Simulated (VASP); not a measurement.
Given:

```
CELL_PARAMETERS angstrom
      0.00098     6.50898     6.50738
      6.50898     0.00098     6.50738
      3.25498     3.25498     0.00000
ATOMIC_POSITIONS crystal
  Hg 0.00001 0.00001 0.99998
  Hg 0.00004 0.49996 0.00001
  Hg 0.49996 0.00004 0.00001
  Te 0.12498 0.12498 0.25004
  Te 0.12536 0.62492 0.24972
  Te 0.62492 0.12536 0.24972
  Te 0.62467 0.62467 0.25066
  Cd 0.50007 0.50007 0.99986
```

All values below come from PBEsol GGA, VASP's PBE PAW potentials (set 64) (plane waves; VASP). Numerical set-up: 400 eV cut-off, 5×5×9 Γ-centred mesh, tetrahedra with Blöchl corrections, potentials Hg Te Cd.

Unless said otherwise, spin-orbit coupling is left out, though it shifts the bands of the heavy elements here.

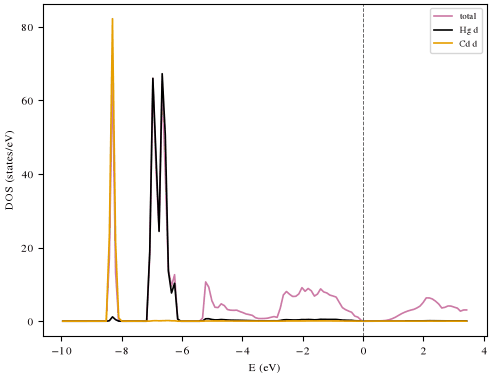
Figure. Total and projected density of states, zero at the Fermi level

Within 2 eV below the Fermi level the largest weight inside VASP's projection spheres is Te p.

It has no gap at this level: it comes out as a metal or semimetal.

The structure was generated: CdHg3Te4 was put into an ordered model structure (Amm2), which need not be its known phase. It was relaxed first.
